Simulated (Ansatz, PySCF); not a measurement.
GeH4O2 (SMILES [OH][GeH2][OH]) and CH4 (SMILES C) are pulled apart as rigid monomers along the line of their centres of mass, from the B3LYP-D3(BJ)/def2-TZVP minimum. Starting geometry (charge 0, multiplicity 1):
```xyz
12

O      1.004    -0.954    -0.010
Ge    -0.477     0.022    -0.242
O     -0.304     1.595     0.583
H      1.788    -0.539    -0.383
H     -0.678     0.403    -1.715
H     -1.577    -0.841     0.386
H     -0.199     1.500     1.536
C      0.381    -0.118     3.529
H      0.553    -0.659     4.458
H      0.851     0.864     3.601
H      0.814    -0.671     2.697
H     -0.694    -0.006     3.382
```

Interaction energies with rigid monomers; basis-set methods are counterpoise corrected unless marked otherwise.

Cores are frozen in the correlated methods. Filled d and f shells under p-block atoms count as core. Rows in 3-21G carry no dispersion term and start afresh at each structure; the Pople sets are all-electron and without relativity.

Codes used: Ansatz (Gaussian basis) for Hartree–Fock, density functionals and correlated methods; PySCF for 3-21G rows, the dispersion terms. 

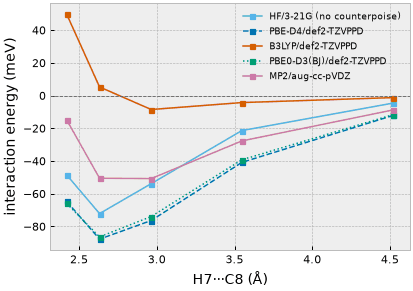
*Interaction energy against separation*

**Question.** Which level binds most strongly at H7···C8 = 2.63, and by how much?

**Answer.** PBE-D4/def2-TZVPPD, -88 meV.

Ansatz is a program for electronic structure.
